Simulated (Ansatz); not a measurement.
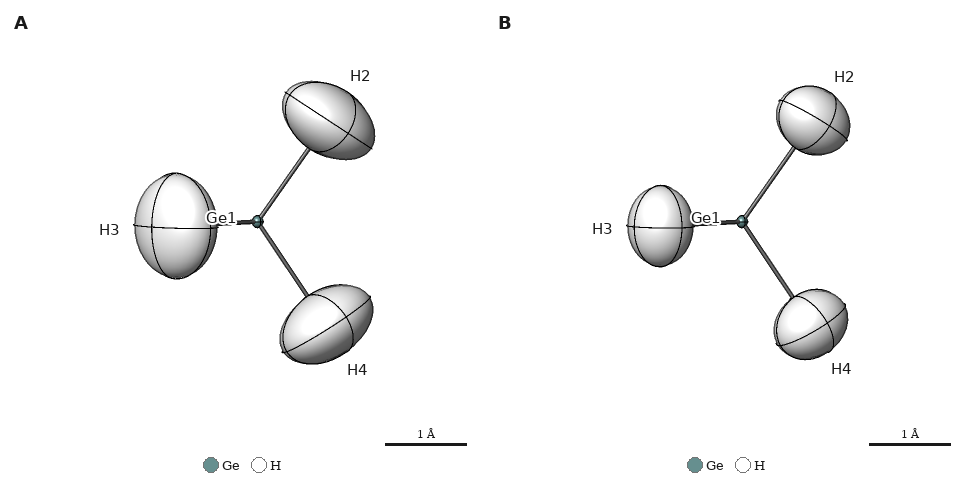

Displacement ellipsoids at the 50 % level, scaled by 3, from the internal vibrations of the free molecule (harmonic, no overall translation or rotation; no half-axis is drawn under 0.075 Å). The species is neutral and a spin doublet. Vibrations computed with UKS PBE0-D4/def2-TZVP (Ansatz 0.2.0). One panel is for 0 K (zero-point motion alone), the other for 900 K.

Question: Which panel is for 900 K?

Answer: A.

Question: How much does the mean-square displacement of H3 grow, and why?

Answer: U_eq goes from 0.0094 to 0.0151 Å², a factor of 1.6. The lowest modes (from 694 cm⁻¹) begin to be excited.
